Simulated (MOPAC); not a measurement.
# Single-point calculation, with input and output: C9H27NSi3 (charge +1) (part 2 of 2)

C9H27NSi3, charge +1, multiplicity 2; PM7, unrestricted, dispersion built in (MOPAC 23.2.5). The geometry was optimised with PM7.

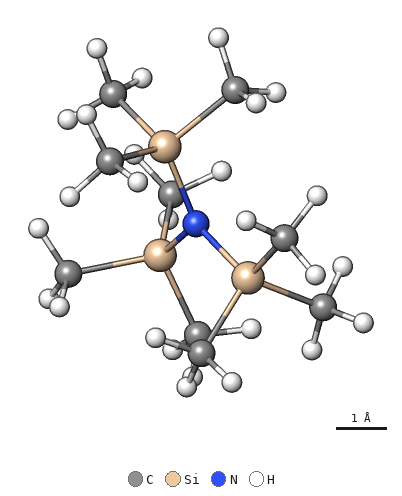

Fig. 1: The structure as given in the input (ball-and-stick view, seen at a tilt).

## Output, continued
```
   1    C       -2.543900000    -1.329187000     0.799382000
   2   Si       -1.755155000     0.314529000     0.316826000
   3    C       -2.762228000     0.923092000    -1.156384000
   4    C       -2.121978000     1.574804000     1.671350000
   5    N        0.030060000     0.165588000     0.027445000
   6   Si        0.664972000     0.183703000    -1.672341000
   7    C        0.224685000     1.794571000    -2.549196000
   8    C        2.540763000     0.078459000    -1.831464000
   9    C        0.005931000    -1.254357000    -2.698866000
  10   Si        1.110649000    -0.381766000     1.378774000
  11    C        2.639462000     0.714332000     1.516642000
  12    C        1.673490000    -2.169104000     1.166746000
  13    C        0.344992000    -0.311354000     3.100375000
  14    H       -2.292524000    -2.107000000     0.056913000
  15    H       -3.642933000    -1.249664000     0.844986000
  16    H       -2.199843000    -1.685239000     1.784198000
  17    H       -2.696185000     0.252712000    -2.029658000
  18    H       -3.830444000     0.979050000    -0.876803000
  19    H       -2.455326000     1.936602000    -1.469257000
  20    H       -2.008597000     1.153347000     2.683137000
  21    H       -3.154418000     1.955011000     1.590872000
  22    H       -1.438797000     2.438685000     1.582460000
  23    H        0.313755000     2.645656000    -1.850187000
  24    H        0.906184000     1.984463000    -3.395709000
  25    H       -0.800750000     1.790254000    -2.952499000
  26    H        2.957056000    -0.853340000    -1.413300000
  27    H        3.039501000     0.934479000    -1.343717000
  28    H        2.823589000     0.103280000    -2.899987000
  29    H       -1.080752000    -1.182240000    -2.869134000
  30    H        0.491057000    -1.298238000    -3.688286000
  31    H        0.200065000    -2.212381000    -2.185076000
  32    H        3.082665000     0.652237000     2.524991000
  33    H        2.368786000     1.769912000     1.334116000
  34    H        3.426562000     0.434926000     0.797906000
  35    H        0.800981000    -2.830732000     1.023868000
  36    H        2.224915000    -2.525316000     2.052904000
  37    H        2.335363000    -2.297921000     0.294719000
  38    H        0.063109000     0.719296000     3.378974000
  39    H        1.081554000    -0.660040000     3.847561000
  40    H       -0.543393000    -0.956615000     3.203865000

           Empirical Formula: C9 H27 N Si3  =    40 atoms

      MOLECULAR POINT GROUP   :   C3

          ALPHA EIGENVALUES
 -40.36470 -30.63997 -29.93746 -29.93540 -27.83868 -27.83657 -27.77598 -27.52208
 -27.51807 -27.21811 -20.06605 -20.06479 -19.04421 -18.35846 -18.06449 -18.06039
 -17.85504 -17.84500 -17.84205 -17.57400 -17.57394 -17.28369 -16.94470 -16.94305
 -16.82221 -16.74579 -16.60721 -16.60564 -16.47586 -16.38360 -16.33437 -16.32975
 -16.01082 -16.01058 -14.99577 -14.99536 -14.80364 -14.80301 -14.74856 -14.51288
  -4.01226  -2.68691  -2.68558  -2.37358  -2.37287  -2.31734  -2.07962  -1.80696
  -1.80532   2.26816   2.26980   2.27657   2.37141   2.38317   2.38458   2.40458
   2.42620   2.42733   2.46280   2.47448   2.47455   2.51962   2.53188   2.53226
   2.56457   2.56752   2.57349   2.65093   3.36948   3.43156   3.43272   3.49809
   3.54884   3.54977   3.64866   3.64934   3.73517   4.10649   4.10698  18.12042
  18.57011  18.57313  18.68938  18.80136  18.80685  19.56912  19.95288  19.95482
  20.20282  20.20517  20.33393  20.47152  20.47373  20.98673

           BETA EIGENVALUES
 -38.31654 -30.43447 -29.90796 -29.90596 -27.82028 -27.81790 -27.75241 -27.51154
 -27.50735 -27.21146 -19.55949 -19.55837 -18.37206 -18.05527 -18.05093 -17.85857
 -17.77927 -17.77618 -17.76488 -17.54980 -17.54942 -17.17577 -16.89304 -16.89129
 -16.73602 -16.64277 -16.55104 -16.54909 -16.36492 -16.32027 -16.31590 -15.83541
 -15.83531 -15.35957 -14.85871 -14.85840 -14.72048 -14.71769 -14.71689  -6.42445
  -3.71868  -2.64898  -2.64773  -2.30825  -2.30749  -2.29348  -1.61201  -1.53985
  -1.53811   2.27581   2.27754   2.28365   2.38996   2.39288   2.39453   2.41091
   2.43495   2.43585   2.47147   2.48018   2.48037   2.52976   2.53661   2.53693
   2.56911   2.57208   2.57773   2.73107   3.37073   3.43267   3.43383   3.50431
   3.55166   3.55259   3.65216   3.65286   3.73506   4.16211   4.16263  18.27529
  18.55815  18.56096  18.74683  18.81035  18.81569  19.67734  19.92920  19.93101
  20.24370  20.24671  20.33552  20.51853  20.52122  20.96886

              NET ATOMIC CHARGES AND DIPOLE CONTRIBUTIONS

  ATOM NO.   TYPE          CHARGE      No. of ELECS.   s-Pop       p-Pop       d-Pop
    1          C          -0.499228        4.4992     1.04886     3.45037
    2         Si           0.289590        3.7104     0.76559     2.67052     0.27429
    3          C          -0.509941        4.5099     1.04820     3.46175
    4          C          -0.500192        4.5002     1.04917     3.45102
    5          N          -0.214999        5.2150     1.56940     3.64560
    6         Si           0.289564        3.7104     0.76558     2.67055     0.27431
    7          C          -0.500484        4.5005     1.04917     3.45132
    8          C          -0.509835        4.5098     1.04821     3.46162
    9          C          -0.499085        4.4991     1.04886     3.45023
   10         Si           0.289659        3.7103     0.76561     2.67044     0.27429
   11          C          -0.500341        4.5003     1.04918     3.45116
   12          C          -0.499193        4.4992     1.04884     3.45035
   13          C          -0.509895        4.5099     1.04819     3.46171
   14          H           0.171118        0.8289     0.82888
   15          H           0.198900        0.8011     0.80110
   16          H           0.173134        0.8269     0.82687
   17          H           0.170621        0.8294     0.82938
   18          H           0.192779        0.8072     0.80722
   19          H           0.174935        0.8251     0.82506
   20          H           0.176708        0.8233     0.82329
   21          H           0.194673        0.8053     0.80533
   22          H           0.171902        0.8281     0.82810
   23          H           0.171891        0.8281     0.82811
   24          H           0.194570        0.8054     0.80543
   25          H           0.176733        0.8233     0.82327
   26          H           0.170648        0.8294     0.82935
   27          H           0.174914        0.8251     0.82509
   28          H           0.192781        0.8072     0.80722
   29          H           0.173041        0.8270     0.82696
   30          H           0.199019        0.8010     0.80098
   31          H           0.171230        0.8288     0.82877
   32          H           0.194605        0.8054     0.80539
   33          H           0.171887        0.8281     0.82811
   34          H           0.176746        0.8233     0.82325
   35          H           0.171172        0.8288     0.82883
   36          H           0.198974        0.8010     0.80103
   37          H           0.173107        0.8269     0.82689
   38          H           0.174891        0.8251     0.82511
   39          H           0.192791        0.8072     0.80721
   40          H           0.170612        0.8294     0.82939
 DIPOLE           X         Y         Z       TOTAL
 POINT-CHG.    -0.056    -0.308    -0.048     0.317
 HYBRID         0.017     0.095     0.014     0.098
 SUM           -0.039    -0.213    -0.034     0.219

          ATOMIC ORBITAL ELECTRON POPULATIONS

     Atom    s        px        py        pz      x^2-y^2     xz        z^2       yz        xy
    1  C   1.04886   1.17080   1.10727   1.17229
    2 Si   0.76559   0.66698   1.00645   0.99710   0.06488   0.05777   0.05048   0.05383   0.04734
    3  C   1.04820   1.16457   1.17036   1.12682
    4  C   1.04917   1.18415   1.13643   1.13044
    5  N   1.56940   1.30278   1.03772   1.30510
    6 Si   0.76558   0.96839   1.01017   0.69199   0.06137   0.05467   0.06277   0.05291   0.04259
    7  C   1.04917   1.18704   1.10636   1.15792
    8  C   1.04821   1.09216   1.17759   1.19187
    9  C   1.04886   1.17431   1.12336   1.15256
   10 Si   0.76561   0.87766   0.97360   0.81918   0.04920   0.06183   0.06637   0.04309   0.05380
   11  C   1.04918   1.11074   1.14563   1.19479
   12  C   1.04884   1.16918   1.09033   1.19084
   13  C   1.04819   1.17205   1.18026   1.10940
   14  H   0.82888
   15  H   0.80110
   16  H   0.82687
   17  H   0.82938
   18  H   0.80722
   19  H   0.82506
   20  H   0.82329
   21  H   0.80533
   22  H   0.82810
   23  H   0.82811
   24  H   0.80543
   25  H   0.82327
   26  H   0.82935
   27  H   0.82509
   28  H   0.80722
   29  H   0.82696
   30  H   0.80098
   31  H   0.82877
   32  H   0.80539
   33  H   0.82811
   34  H   0.82325
   35  H   0.82883
   36  H   0.80103
   37  H   0.82689
   38  H   0.82511
   39  H   0.80721
   40  H   0.82939

                    (SZ)    =    0.500000
                    (S**2)  =    0.764164

          ATOMIC ORBITAL SPIN POPULATIONS

    Atom   Total    s     px     py     pz   x^2-y^2  xz     z^2    yz     xy
         Atomic
    1  C  0.0529  0.004  0.016  0.028  0.004
    2 Si -0.0758 -0.010 -0.034 -0.032 -0.010 -0.001 -0.000  0.000  0.001  0.009
    3  C  0.0003  0.000 -0.000  0.000  0.000
    4  C  0.0351  0.003  0.005  0.013  0.014
    5  N  0.9740  0.035  0.078  0.789  0.071
    6 Si -0.0757 -0.010 -0.010 -0.030 -0.036  0.000 -0.000 -0.001  0.010  0.000
    7  C  0.0342  0.003  0.001  0.019  0.011
    8  C  0.0005  0.000  0.001 -0.000 -0.000
    9  C  0.0535  0.004  0.004  0.024  0.022
   10 Si -0.0757 -0.010 -0.023 -0.031 -0.021  0.003  0.000  0.000  0.002  0.004
   11  C  0.0346  0.003  0.022  0.008  0.002
   12  C  0.0531  0.004  0.008  0.040  0.001
   13  C  0.0004  0.000  0.000 -0.000  0.000
   14  H -0.0018 -0.002
   15  H  0.0022  0.002
   16  H -0.0015 -0.002
   17  H -0.0003 -0.000
   18  H -0.0005 -0.001
   19  H -0.0001 -0.000
   20  H -0.0009 -0.001
   21  H  0.0005  0.001
   22  H -0.0014 -0.001
   23  H -0.0013 -0.001
   24  H  0.0005  0.001
   25  H -0.0009 -0.001
   26  H -0.0003 -0.000
   27  H -0.0001 -0.000
   28  H -0.0006 -0.001
   29  H -0.0015 -0.002
   30  H  0.0023  0.002
   31  H -0.0018 -0.002
   32  H  0.0005  0.001
   33  H -0.0014 -0.001
   34  H -0.0009 -0.001
   35  H -0.0018 -0.002
   36  H  0.0022  0.002
   37  H -0.0015 -0.002
   38  H -0.0001 -0.000
   39  H -0.0005 -0.001
   40  H -0.0003 -0.000

 *                    *
 * JOB ENDED NORMALLY *
 *                    *

 TOTAL JOB TIME:             0.07 SECONDS

 == MOPAC DONE ==
```

The run was set up as follows.

## The input (c9h27nsi3.mop)
```
pm7 charge=1 disp uhf 1scf aux(precision=6) t=10m threads=1
C9H27NSi3 energy

C -2.543900 1 -1.329187 1 0.799382 1
Si -1.755155 1 0.314529 1 0.316826 1
C -2.762228 1 0.923092 1 -1.156384 1
C -2.121978 1 1.574804 1 1.671350 1
N 0.030060 1 0.165588 1 0.027445 1
Si 0.664972 1 0.183703 1 -1.672341 1
C 0.224685 1 1.794571 1 -2.549196 1
C 2.540763 1 0.078459 1 -1.831464 1
C 0.005931 1 -1.254357 1 -2.698866 1
Si 1.110649 1 -0.381766 1 1.378774 1
C 2.639462 1 0.714332 1 1.516642 1
C 1.673490 1 -2.169104 1 1.166746 1
C 0.344992 1 -0.311354 1 3.100375 1
H -2.292524 1 -2.107000 1 0.056913 1
H -3.642933 1 -1.249664 1 0.844986 1
H -2.199843 1 -1.685239 1 1.784198 1
H -2.696185 1 0.252712 1 -2.029658 1
H -3.830444 1 0.979050 1 -0.876803 1
H -2.455326 1 1.936602 1 -1.469257 1
H -2.008597 1 1.153347 1 2.683137 1
H -3.154418 1 1.955011 1 1.590872 1
H -1.438797 1 2.438685 1 1.582460 1
H 0.313755 1 2.645656 1 -1.850187 1
H 0.906184 1 1.984463 1 -3.395709 1
H -0.800750 1 1.790254 1 -2.952499 1
H 2.957056 1 -0.853340 1 -1.413300 1
H 3.039501 1 0.934479 1 -1.343717 1
H 2.823589 1 0.103280 1 -2.899987 1
H -1.080752 1 -1.182240 1 -2.869134 1
H 0.491057 1 -1.298238 1 -3.688286 1
H 0.200065 1 -2.212381 1 -2.185076 1
H 3.082665 1 0.652237 1 2.524991 1
H 2.368786 1 1.769912 1 1.334116 1
H 3.426562 1 0.434926 1 0.797906 1
H 0.800981 1 -2.830732 1 1.023868 1
H 2.224915 1 -2.525316 1 2.052904 1
H 2.335363 1 -2.297921 1 0.294719 1
H 0.063109 1 0.719296 1 3.378974 1
H 1.081554 1 -0.660040 1 3.847561 1
H -0.543393 1 -0.956615 1 3.203865 1
```

Launch command:
```bash
mopac c9h27nsi3.mop
```

## Summary

| quantity | value |
| --- | --- |
| outcome | converged |
| total energy | −71.965218 hartree |
| dispersion energy | −0.009174 hartree |
| heat of formation | 21.40 kcal/mol |
| basis functions | 94 |
| ⟨S²⟩ | 0.764 |
| hardware | 1 thread of Arm Neoverse V1, 24 GiB of memory available, shared host |
| peak memory | 0.079 GiB |

## Notes

MOPAC's energies along a path are heats of formation.
